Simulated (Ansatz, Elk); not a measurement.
## How far do independent atoms describe MgPbO2?

Structure refinements treat a crystal as free atoms side by side. For a made-up structure of MgPbO2 (cell and positions from a PBEsol relaxation) the runs below show what the calculated density changes in F(hkl).

Main program and level: Elk 11.2.3 (patched build); DFT, PBE, all-electron APW+lo, Dirac cores, scalar-relativistic bands, static density, no spin.

The structure was built from a prototype and need not be the compound's stable phase.

## (1) Set-up

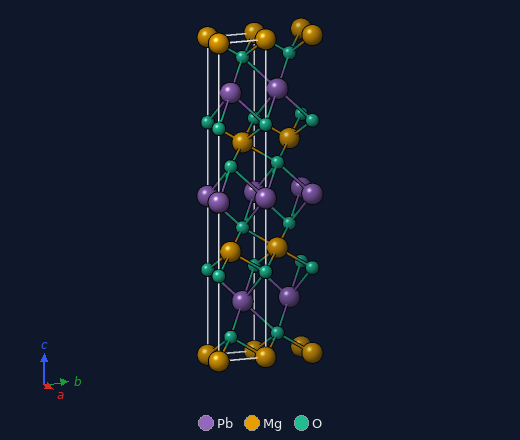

The starting structure, seen slightly off an axis (lead purple, magnesium orange, oxygen teal). 1×2×1 cells are drawn. This picture shows the conventional cell, with its axes. Bonds to atoms that aren't drawn are left out. Some periodic images of atoms are drawn too.

## (2) Ground state and structure factors

An all-electron density is needed, since X-rays see the cores too. Task 0 finds the density and task 195 Fourier-transforms it; tshift is off so that phases refer to the origin typed.

Contents of elk.in:

```
tasks
  0
  195

xctype
  20

spinpol
  .false.

rgkmax
  7.0

gmaxvr
  14.0

lmaxo
  7

lmaxapw
  8

swidth
  0.002

tshift
  .false.

ramdisk
  .false.

hmaxvr
  5.5

maxscl
  120

epspot
  1e-06

sppath
  './'

avec
  3.09648576773 1.78775689154 10.72851509787
  -3.09648576773 1.78775689154 10.72851509787
  -0.00000000000 -3.57551378308 10.72851509787

atoms
  3
  'Pb.in'
  1
  0.5000000000 0.5000000000 0.5000000000   0.000000 0.000000 0.000000
  'Mg.in'
  1
  -0.0000000000 -0.0000000000 -0.0000000000   0.000000 0.000000 0.000000
  'O.in'
  2
  0.7317861136 0.7317861136 0.7317861136   0.000000 0.000000 0.000000
  0.2682138864 0.2682138864 0.2682138864   0.000000 0.000000 0.000000

ngridk
  8 8 8
```

On the command line:

```
> OMP_NUM_THREADS=4 elk
```

Numbers of over 12 decimals in the logs are rounded to 6 here.

Output:

```text
┌─────────────────────────┐
│ Elk code version 11.2.3 │
└─────────────────────────┘

All units are atomic (Hartree, Bohr, etc.)

┌─────────────────────────────────────────────────┐
│ Ground-state run starting from atomic densities │
└─────────────────────────────────────────────────┘

Lattice vectors :
   3.096485768       1.787756892       10.72851510
  -3.096485768       1.787756892       10.72851510
  -0.000000000      -3.575513783       10.72851510

Reciprocal lattice vectors :
   1.014567122      0.5857606010      0.1952176124
  -1.014567122      0.5857606010      0.1952176124
  0.2525642177E-16  -1.171521202      0.1952176124

Unit cell volume      :    356.3431512
Brillouin zone volume :   0.6960992870

Muffin-tin inner radius fraction :   0.1000000000E-01

Nuclei treated as point charges

Species : 1 (Pb)
 parameters loaded from : Pb.in
 name : lead
 nuclear charge    :   -82.00000000
 electronic charge :    82.00000000
 atomic mass :    377702.4943
 muffin-tin radius :    2.800000000
 number of radial points in muffin-tin :   1393
 inner part over the whole radius :   0.9993555083E-02
 number on inner part of muffin-tin    :   1001
 approximate nuclear radius :   0.1047603524E-03
 number of mesh points to nuclear radius :    525
 atomic positions (lattice), magnetic fields (Cartesian) :
  1 :   0.50000000  0.50000000  0.50000000    0.00000000  0.00000000  0.00000000

Species : 2 (Mg)
 parameters loaded from : Mg.in
 name : magnesium
 nuclear charge    :   -12.00000000
 electronic charge :    12.00000000
 atomic mass :    44305.30466
 muffin-tin radius :    2.200000000
 number of radial points in muffin-tin :    793
 inner part over the whole radius :   0.9941530515E-02
 number on inner part of muffin-tin    :    552
 approximate nuclear radius :   0.5710277704E-04
 number of mesh points to nuclear radius :    241
 atomic positions (lattice), magnetic fields (Cartesian) :
  1 :   0.00000000  0.00000000  0.00000000    0.00000000  0.00000000  0.00000000

Species : 3 (O)
 parameters loaded from : O.in
 name : oxygen
 nuclear charge    :   -8.000000000
 electronic charge :    8.000000000
 atomic mass :    29165.12205
 muffin-tin radius :    1.800000000
 number of radial points in muffin-tin :    593
 inner part over the whole radius :   0.9958443124E-02
 number on inner part of muffin-tin    :    408
 approximate nuclear radius :   0.5115538663E-04
 number of mesh points to nuclear radius :    173
 atomic positions (lattice), magnetic fields (Cartesian) :
  1 :  -0.26821389 -0.26821389 -0.26821389    0.00000000  0.00000000  0.00000000
  2 :   0.26821389  0.26821389  0.26821389    0.00000000  0.00000000  0.00000000

Total number of atoms per unit cell :    4
Total muffin-tin volume :    185.4126096
 ratio of muffin-tin to unit cell volume :   0.5203203963

Spin treatment :
 spin-unpolarised

Number of Bravais lattice symmetries :   12
Number of crystal symmetries         :   12
Crystal has inversion symmetry
Real symmetric eigensolver will be used

k-point grid :      8     8     8
k-point offset :    0.000000000       0.000000000       0.000000000
k-point set is reduced with full crystal symmetry group
Total number of k-points :       65

Muffin-tin radius times maximum |G+k| :    7.000000000
 using average radius
Maximum |G+k| for APW functions       :    3.255813953
Maximum (1/2)|G+k|²                   :    5.300162250
Maximum |G| for potential and density :    14.00000000
Constant for pseudocharge density :   10
 order of it for each species :   17  17  17
 order of it for pair densities of each species (exact exchange by exxq0 0: 18) :   16  10   5
Radial integration step length :    1

G-vector grid sizes :     54    54    54
Number of G-vectors :    16529

Maximum angular momentum used for
 APW functions            :    8
 outer part of muffin-tin :    7
 inner part of muffin-tin :    2

Total nuclear charge    :   -110.0000000
Total core charge       :    74.00000000
Total valence charge    :    36.00000000
[...]
total energy                :     -21280.135366391

Density of states at Fermi energy :   0.5052060490E-07
 (states/Hartree/unit cell)

Estimated indirect band gap :   0.8884912755E-01
 from k-point 43 to k-point 21
Estimated direct band gap   :   0.1163247914
 at k-point 26

Charges :
 core                        :    74.00000000
 valence                     :    36.00000000
 interstitial                :    3.309680677
 muffin-tins (core leakage)
  species : 1 (Pb)
   atom 1                    :    79.84903432     (  0.1271886242E-02)
  species : 2 (Mg)
   atom 1                    :    10.43595058     ( -0.9828258651E-07)
  species : 3 (O)
[...]
total in muffin-tins        :    106.6903193
 total calculated charge     :    109.9955193
 total charge                :    110.0000000
 error                       :   0.4480714548E-02

RMS change in Kohn-Sham potential (target) :    1.016298841     (  0.1000000000E-05)
Absolute change in total energy (target)   :   0.2558888978     (  0.1000000000E-03)

[... loops 3 to 15 left out ...]

┌──────────────────┐
│ Loop number : 16 │
└──────────────────┘

Energies :
 Fermi                       :     0.231233
 sum of occupied eigenvalues :     -13121.755226883
 electron kinetic            :      24721.224485416
 core electron kinetic       :      24491.910029115
 Coulomb                     :     -45576.826927342
 Coulomb potential           :     -37288.703774050
 nuclear-nuclear             :     -1510.6215864097
 electron-nuclear            :     -50872.187015342
 Hartree                     :      6805.9816744095
 Madelung                    :     -26932.475040317
 xc potential                :     -554.27593824833
 exchange                    :     -417.93122814863
 correlation                 :     -6.061376
 electron entropic           :    -0.22154521312658E-05
 total energy                :     -21279.595048765

Density of states at Fermi energy :   0.8820752605E-01
 (states/Hartree/unit cell)

Estimated indirect band gap :   0.1825587003E-01
 from k-point 65 to k-point 21
Estimated direct band gap   :   0.5445158729E-01
 at k-point 65

Charges :
 core                        :    74.00000000
 valence                     :    36.00000000
 interstitial                :    3.821122843
 muffin-tins (core leakage)
  species : 1 (Pb)
[...]
species : 2 (Mg)
[...]
species : 3 (O)
[...]
total in muffin-tins        :    106.1788772
 total calculated charge     :    109.9957547
 total charge                :    110.0000000
 error                       :   0.4245318405E-02

RMS change in Kohn-Sham potential (target) :   0.2294775789E-06 (  0.1000000000E-05)
Absolute change in total energy (target)   :   0.8183409591E-04 (  0.1000000000E-03)

Convergence targets achieved

┌──────────────────┐
│ Loop number : 17 │
└──────────────────┘

Energies :
 Fermi                       :     0.231234
 sum of occupied eigenvalues :     -13121.755215284
 electron kinetic            :      24721.224501738
 core electron kinetic       :      24491.910041838
 Coulomb                     :     -45576.826929901
 Coulomb potential           :     -37288.703779997
 nuclear-nuclear             :     -1510.6215864097
 electron-nuclear            :     -50872.187014071
 Hartree                     :      6805.9816705796
 Madelung                    :     -26932.475039902
 xc potential                :     -554.27593702530
 exchange                    :     -417.93122835736
 correlation                 :     -6.061376
 electron entropic           :    -0.22154542306009E-05
 total energy                :     -21279.595035199

Density of states at Fermi energy :   0.8820762341E-01
 (states/Hartree/unit cell)

Estimated indirect band gap :   0.1825586570E-01
 from k-point 65 to k-point 21
Estimated direct band gap   :   0.5445158993E-01
 at k-point 65

Charges :
 core                        :    74.00000000
 valence                     :    36.00000000
 interstitial                :    3.821122557
 muffin-tins (core leakage)
  species : 1 (Pb)
[...]
species : 2 (Mg)
   atom 1                    :    10.52526927     ( -0.9828259007E-07)
  species : 3 (O)
   atom 1                    :    7.647690377     ( -0.2725258703E-06)
   atom 2                    :    7.647690377     ( -0.2725258703E-06)
 total in muffin-tins        :    106.1788774
 total calculated charge     :    109.9957547
 total charge                :    110.0000000
 error                       :   0.4245318843E-02

┌──────────────────────────────┐
│ Self-consistent loop stopped │
└──────────────────────────────┘

Warning : the lowest level lies among the core levels :   -2.498226395      -2.535554463

Warning : core states of species 1 leak from the muffin-tin :   0.1200270190E-02

Wrote STATE.OUT
```

The job ended after 26 s (4 threads of Arm Neoverse V2, shared host; peak memory 0.16 GiB).

SFACRHO.OUT:

```text

h k l indices transformed by vhmat matrix:
   1.000000000       0.000000000       0.000000000    
   0.000000000       1.000000000       0.000000000    
   0.000000000       0.000000000       1.000000000    

      h      k      l  multipl.   |H|            Re(F)            Im(F)           |F|

      0      0      0      1   0.0000000       110.00000      0.67648094E-16   110.00000    
      1      1      1      2  0.58565284      -62.424384      0.24726273E-13   62.424384    
     -2     -2     -2      2   1.1713057       70.701330      0.37089410E-13   70.701330    
      0      0     -1      6   1.1876750      -63.683540     -0.92723524E-14   63.683540    
      0     -1     -1      6   1.2348691       67.578920      0.11435901E-13   67.578920    
     -2     -1     -1      6   1.4079136       87.338576      0.49761625E-13   87.338576    
     -2     -1     -2      6   1.5248639      -64.607583     -0.17122944E-12   64.607583    
      3      3      3      2   1.7569585      -64.606501      0.97359701E-13   64.606501    
      2      3      2      6   1.7999577      -49.562106      0.26858914E-12   49.562106    
      3      2      3      6   1.9523054       74.834851     -0.74178820E-13   74.834851    
     -1      0      1      6   2.0291342       76.761072      0.45723191E-15   76.761072    
      0     -1     -2     12   2.1119600      -50.612136     -0.20399175E-13   50.612136    
      3      4      3      6   2.2767199       62.647426     -0.47659892E-12   62.647426    
     -4     -4     -4      2   2.3426113       66.047694      0.89632740E-13   66.047694    
     -2     -1     -3     12   2.3429346       59.446681      0.33380469E-13   59.446681    
      1      1     -1      6   2.3511609      -51.942296      0.80360388E-14   51.942296    
      0      0     -2      6   2.3753499       57.775096      0.94268917E-14   57.775096    
      4      3      4      6   2.4461729      -44.037039      0.25498969E-12   44.037039
```

Elk indexes on the primitive cell of elk.in and gives |H| = 4π sin θ/λ in inverse bohr. Below, one row stands for each form hkl of the conventional cell (m members, Friedel mates merged), F is for one primitive cell and the density is static (no thermal factor). Free-atom factors are Waasmaier and Kirfel's, and R is Σm||F|−|F'||/Σm|F|.

| hkl | m | sin θ/λ (Å⁻¹) | abs F, DFT | neutral atoms | diff. | ions | diff. |
| --- | --- | --- | --- | --- | --- | --- | --- |
| 003 | 2 | 0.088 | 62.424 | 62.757 | -0.333 | 61.840 | +0.584 |
| 006 | 2 | 0.176 | 70.701 | 71.247 | -0.545 | 70.405 | +0.296 |
| 101 | 6 | 0.179 | 63.684 | 63.611 | +0.073 | 63.809 | -0.125 |
| 012 | 6 | 0.186 | 67.579 | 68.219 | -0.640 | 67.395 | +0.183 |
| 104 | 6 | 0.212 | 87.339 | 86.891 | +0.447 | 87.494 | -0.155 |
| 015 | 6 | 0.229 | 64.608 | 64.383 | +0.225 | 64.600 | +0.008 |
| 009 | 2 | 0.264 | 64.606 | 64.395 | +0.211 | 64.467 | +0.139 |
| 107 | 6 | 0.271 | 49.562 | 49.646 | -0.084 | 49.600 | -0.038 |
| 018 | 6 | 0.294 | 74.835 | 74.798 | +0.037 | 74.895 | -0.060 |
| 110 | 6 | 0.305 | 76.761 | 76.753 | +0.008 | 76.783 | -0.022 |
| 113 | 12 | 0.318 | 50.612 | 50.597 | +0.015 | 50.599 | +0.013 |
| 1 0 10 | 6 | 0.342 | 62.647 | 62.621 | +0.026 | 62.727 | -0.080 |
| 0 0 12 | 2 | 0.352 | 66.048 | 66.127 | -0.079 | 66.135 | -0.087 |
| 116 | 12 | 0.352 | 59.447 | 59.406 | +0.041 | 59.553 | -0.107 |
| 021 | 6 | 0.354 | 51.942 | 51.907 | +0.035 | 51.851 | +0.091 |
| 202 | 6 | 0.357 | 57.775 | 57.722 | +0.053 | 57.896 | -0.120 |
| 0 1 11 | 6 | 0.368 | 44.037 | 44.042 | -0.005 | 44.144 | -0.107 |
| 024 | 6 | 0.371 | 69.004 | 69.100 | -0.096 | 68.978 | +0.026 |

The ions are Mg2+, Pb2+ and O2−, by formal charge.

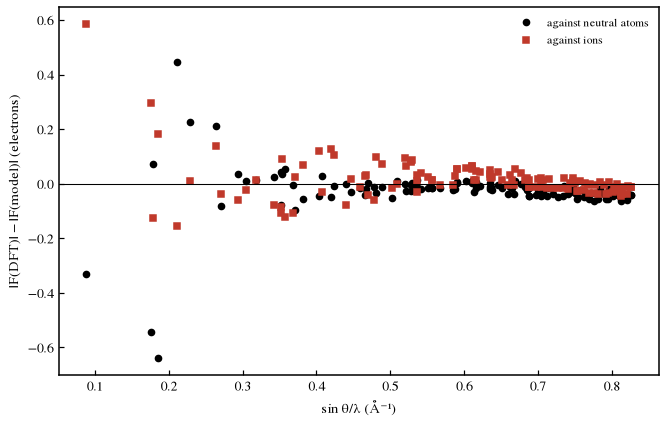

Difference between the calculated structure factors and the independent-atom ones.

## (3) The highest occupied states alone

An energy window below the Fermi level keeps the highest occupied states, to see at which angles they scatter; shallow core shells can lie inside it and anion s states outside. No new self-consistency is needed.

elk.in: that of step 2 with these lines changed.

```diff
@@ -1,3 +1,2 @@
 tasks
-  0
   195
@@ -40,2 +39,5 @@
 
+wsfac
+  -0.136260 0.531230
+
 sppath
```

On the command line:

```
> OMP_NUM_THREADS=4 elk
```

Output:

```text
┌─────────────────────────────────┐
│ Elk code version 11.2.3 started │
└─────────────────────────────────┘

Info(readinput): the functional depends on the density's gradient
 muffin-tin radial points multiplied by    2.00000
 (not where nrmtscf is given)

┌────────────────────┐
│ Current task : 195 │
└────────────────────┘

Info(sfacrho): density structure factors written to SFACRHO.OUT

 Energy window :  -0.1362600000      0.5312300000

┌──────────────────┐
│ Elk code stopped │
└──────────────────┘
```

Elapsed: 5.3 s, on 4 threads; peak memory 0.16 GiB; 7.7 s of CPU time.

States within 10 eV below the Fermi level hold 14.00 electrons; any levels below the window count with the cores. Their amplitudes can exceed the total, where window and core parts have opposite phase:

| hkl | sin θ/λ (Å⁻¹) | abs F, window | abs F, all |
| --- | --- | --- | --- |
| 003 | 0.088 | 1.395 | 62.424 |
| 006 | 0.176 | 4.156 | 70.701 |
| 101 | 0.179 | 1.167 | 63.684 |
| 012 | 0.186 | 5.263 | 67.579 |
| 104 | 0.212 | 4.867 | 87.339 |
| 015 | 0.229 | 2.704 | 64.608 |
| 009 | 0.264 | 3.315 | 64.606 |
| 107 | 0.271 | 2.657 | 49.562 |
| 018 | 0.294 | 1.817 | 74.835 |
| 110 | 0.305 | 2.848 | 76.761 |

[end of part 1 of 2]

[Logs are printed without paths, hosts, clocks, repeated set-up lines and the standing remarks that a program may print on its own settings, such as how far it seeks lower states.]

[Hosts, paths, dates, database ids (printed as entryN), source tags and the programs' standing remarks are cut or masked in the printed files.]
